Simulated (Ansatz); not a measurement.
# BGe (quartet): RPA-PBE over vertical spin and charge gaps, cc-pVTZ

Aim: run BGe (quartet) with these functionals over vertical spin and charge gaps, and hold them against the top wave-function level at the same points.

Method: cc-pVTZ, all electrons in the functionals, frozen cores in the correlation of double hybrids and RPA; program: Ansatz 0.2.0, Gaussian basis.

Plan: RPA-PBE, at charge 0, quartet; charge 0, doublet; charge 0, sextet; charge 1, triplet; charge 1, quintet.

20 further runs of the same task are left out: 5 that didn't finish, 15 set aside as unsound or not needed.

## 1. The system

The geometry is a PBE0/def2-TZVP stationary point (not a proven minimum). No spin-orbit coupling is included. The filled d shell of Ge may be among the frozen orbitals whatever the setting's name suggests; the logs give the count.

2 atoms, charge 0, spin multiplicity 4.

Atoms are counted from 1 here; the program's logs count them from 0.

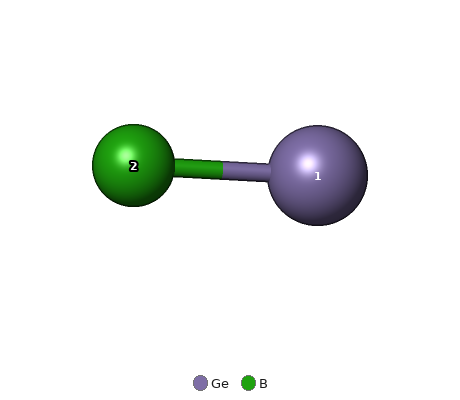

The structure; germanium purple, boron green; atoms are numbered from 1 in the order of the file.

No dispersion term is added.

The geometry shown and the zero of energy belong to the point charge 0, quartet. The yardstick, UCCSDT(Q), and other wave-function levels (R restricted, U unrestricted, valence and pair active spaces) come from earlier runs.

## 2. RPA-PBE, charge 0, quartet

Input file in.yaml:

```yaml
crystal:
  periodic: [false, false, false]
  atoms:
    - {symbol: Ge, position_ang: [0.000000, 0.000000, 0.000000]}
    - {symbol: B, position_ang: [0.000000, 0.000000, 1.977400]}
basis:
  gaussian: {orbitals: cc-pVTZ}
magnetization: {spin_polarized: true, initial_magnetization: 3}
hamiltonian: {xc: {name: PBE}}
correlation: {method: rpa, electrons: outside_noble_gas}
```

Launch:

```console
$ ansatz run in.yaml --threads 1 --pin off --events-out ev --progress --plain --max-ram 2393MiB
```

What it wrote:

```text
Functional definition: PBE
  name "PBE"
  cite "Perdew, Burke & Ernzerhof, Phys. Rev. Lett. 77, 3865 (1996) doi:10.1103/PhysRevLett.77.3865"
  parent pbe
  parameter kappa = 0.804
  parameter beta = 0.06672455060314922
  exchange = pbe_x(kappa = kappa, mu = beta*pi^2/3)
  correlation = pbe_c(beta = beta)
468 factors; integrals over basis functions are off by at most 1.3e-3 eV
mean field evaluation 1: about -57179.1069 eV, gradient 1.9e1 eV
mean field evaluation 2: about -57179.1050 eV, gradient 1.9e1 eV
mean field evaluation 4: about -57180.7842 eV, gradient 7.8e0 eV
mean field evaluation 8: about -57181.4119 eV, gradient 1.7e-1 eV
mean field evaluation 16: about -57181.4121 eV, gradient 6.7e-6 eV
mean field -57181.41206793 eV, -2101.3781345431 hartree, gradient 5.6e-7 eV, S^2 3.751440; 0 other end points of the search recorded, 0 dependent functions left out
15 core orbitals not correlated: weight in the atoms' cores, before any rotation towards them, 0.998 or more for the frozen orbitals, at most 0.000 for the correlated occupied ones
reference -57142.23419563 eV, -2099.9383742921 hartree; 5, 2 occupied and 53, 56 virtual orbitals, 468 factors
Total energy: -57149.84789895 eV, -2100.2181727281 hartree
```

It took 1.8 s on 1 thread of Arm Neoverse V2, shared host.

From the report: ⟨S²⟩ of the determinant 3.751 (pure quartet: 3.75).

## 3. RPA-PBE, charge 0, doublet

in.yaml: that of step 2 with these lines changed.

```diff
@@ -7,3 +7,3 @@
   gaussian: {orbitals: cc-pVTZ}
-magnetization: {spin_polarized: true, initial_magnetization: 3}
+magnetization: {spin_polarized: true, initial_magnetization: 1}
 hamiltonian: {xc: {name: PBE}}
```

Same command.

What it wrote (excerpt; [...] marks lines left out):

```text
Functional definition: PBE
  name "PBE"
  cite "Perdew, Burke & Ernzerhof, Phys. Rev. Lett. 77, 3865 (1996) doi:10.1103/PhysRevLett.77.3865"
  parent pbe
[...]
468 factors; integrals over basis functions are off by at most 1.3e-3 eV
[...]
mean field -57181.07327526 eV, -2101.3656841424 hartree, gradient 1.2e-6 eV, S^2 1.762336; 15 other end points of the search recorded, 0 dependent functions left out
15 core orbitals not correlated: weight in the atoms' cores, before any rotation towards them, 0.998 or more for the frozen orbitals, at most 0.001 for the correlated occupied ones
reference -57141.80817386 eV, -2099.9227182807 hartree; 4, 3 occupied and 54, 55 virtual orbitals, 468 factors
Total energy: -57149.50978795 eV, -2100.2057473781 hartree
```

It took 17 s on 1 thread of Arm Neoverse V2, shared host.

From the report: ⟨S²⟩ of the determinant 1.762 (pure doublet: 0.75). The determinant is far from a pure spin state, so its energy mixes those of several spin states (harmless only where they are near-degenerate, as at dissociation).

From charge 0, quartet: +7.8 kcal/mol.

## 4. RPA-PBE, charge 0, sextet

in.yaml: that of step 3 with these lines changed.

```diff
@@ -7,3 +7,3 @@
   gaussian: {orbitals: cc-pVTZ}
-magnetization: {spin_polarized: true, initial_magnetization: 1}
+magnetization: {spin_polarized: true, initial_magnetization: 5}
 hamiltonian: {xc: {name: PBE}}
```

Launched as before.

What it wrote (excerpt; [...] marks lines left out):

```text
Functional definition: PBE
  name "PBE"
  cite "Perdew, Burke & Ernzerhof, Phys. Rev. Lett. 77, 3865 (1996) doi:10.1103/PhysRevLett.77.3865"
  parent pbe
[...]
468 factors; integrals over basis functions are off by at most 1.3e-3 eV
[...]
mean field -57177.22809032 eV, -2101.2243762019 hartree, gradient 4.0e-7 eV, S^2 8.751819; 2 other end points of the search recorded, 0 dependent functions left out
15 core orbitals not correlated: weight in the atoms' cores, before any rotation towards them, 0.999 or more for the frozen orbitals, at most 0.001 for the correlated occupied ones
reference -57139.63864030 eV, -2099.8429893927 hartree; 6, 1 occupied and 52, 57 virtual orbitals, 468 factors
Total energy: -57145.75509160 eV, -2100.0677648323 hartree
```

It took 3 s on 1 thread of Arm Neoverse V2, shared host.

From the report: ⟨S²⟩ of the determinant 8.752 (pure sextet: 8.75).

From charge 0, quartet: +94.4 kcal/mol.

## 5. RPA-PBE, charge 1, triplet

in.yaml: that of step 4 with these lines changed.

```diff
@@ -7,3 +7,4 @@
   gaussian: {orbitals: cc-pVTZ}
-magnetization: {spin_polarized: true, initial_magnetization: 5}
+total_charge: 1
+magnetization: {spin_polarized: true, initial_magnetization: 2}
 hamiltonian: {xc: {name: PBE}}
```

Launched as before.

What it wrote (excerpt; [...] marks lines left out):

```text
Functional definition: PBE
  name "PBE"
  cite "Perdew, Burke & Ernzerhof, Phys. Rev. Lett. 77, 3865 (1996) doi:10.1103/PhysRevLett.77.3865"
  parent pbe
[...]
468 factors; integrals over basis functions are off by at most 1.3e-3 eV
[...]
mean field -57172.64383407 eV, -2101.0559078923 hartree, gradient 9.7e-7 eV, S^2 2.018814; 11 other end points of the search recorded, 0 dependent functions left out
15 core orbitals not correlated: weight in the atoms' cores, before any rotation towards them, 0.999 or more for the frozen orbitals, at most 0.001 for the correlated occupied ones
reference -57133.51754443 eV, -2099.6180432688 hartree; 4, 2 occupied and 54, 56 virtual orbitals, 468 factors
Total energy: -57141.02414157 eV, -2099.8939056254 hartree
```

It took 11 s on 1 thread of Arm Neoverse V2, shared host.

From the report: ⟨S²⟩ of the determinant 2.019 (pure triplet: 2.00).

From charge 0, quartet: +203.5 kcal/mol.

## 6. RPA-PBE, charge 1, quintet

in.yaml: that of step 5 with these lines changed.

```diff
@@ -8,3 +8,3 @@
 total_charge: 1
-magnetization: {spin_polarized: true, initial_magnetization: 2}
+magnetization: {spin_polarized: true, initial_magnetization: 4}
 hamiltonian: {xc: {name: PBE}}
```

Launched as before.

What it wrote (excerpt; [...] marks lines left out):

```text
Functional definition: PBE
  name "PBE"
  cite "Perdew, Burke & Ernzerhof, Phys. Rev. Lett. 77, 3865 (1996) doi:10.1103/PhysRevLett.77.3865"
  parent pbe
[...]
468 factors; integrals over basis functions are off by at most 1.3e-3 eV
[...]
mean field -57170.97867886 eV, -2100.9947145671 hartree, gradient 7.0e-6 eV, S^2 6.001483; 0 other end points of the search recorded, 0 dependent functions left out
15 core orbitals not correlated: weight in the atoms' cores, before any rotation towards them, 0.998 or more for the frozen orbitals, at most 0.001 for the correlated occupied ones
reference -57133.23600111 eV, -2099.6076967424 hartree; 5, 1 occupied and 53, 57 virtual orbitals, 468 factors
Total energy: -57139.23339376 eV, -2099.8280968572 hartree
```

Wall time 1.9 s (1 thread of Arm Neoverse V2, shared host).

From the report: ⟨S²⟩ of the determinant 6.001 (pure quintet: 6.00).

From charge 0, quartet: +244.8 kcal/mol.

## 7. The comparison

The yardstick is UCCSDT(Q), where the cluster series has nearly closed. It comes from earlier runs at the same points. Energies in kcal/mol, counted from charge 0, quartet; blanks weren't run or aren't comparable.

```
    level  quartet to doublet  quartet to sextet  ionisation to the triplet cation  ionisation to the quintet cation
UCCSDT(Q)                                                                                                      237.9
  RPA-PBE                 7.8               94.4                             203.5                             244.8
```

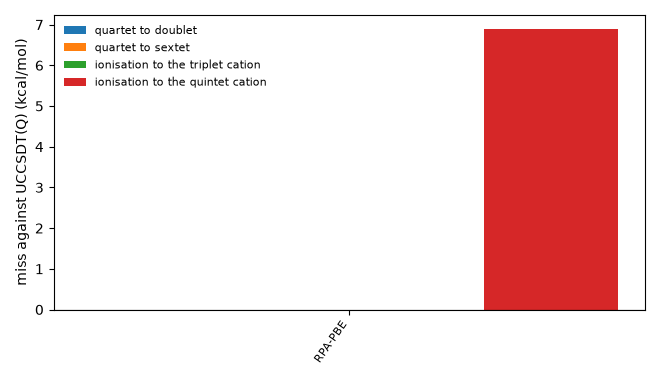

Misses of the gaps against UCCSDT(Q).

Largest miss and mean time a point (UCCSDT(Q) took 46 s a point; shared hosts):

```
  level  largest miss (kcal/mol)                             where  time a point
RPA-PBE                     +6.9  ionisation to the quintet cation         6.8 s
```

## 8. What came out

| quantity | value |
| --- | --- |
| ionisation to the quintet cation, UCCSDT(Q) | 237.9 kcal/mol |
| largest miss, RPA-PBE | +6.9 kcal/mol (ionisation to the quintet cation) |

**Reading.** Misses are known at 1 of 4 points at best, and only functionals with that many are ranked. RPA-PBE strays by up to 6.9 kcal/mol, at ionisation to the quintet cation. RPA-PBE clearly breaks the spin symmetry at some points (⟨S²⟩ up to 1.01 above the pure value), so energy there is bought with a mixed spin. Functionals and the yardstick converge differently with the basis, so part of each miss in cc-pVTZ is the basis. The program flags that the yardstick's amplitudes may have other solutions at some points.
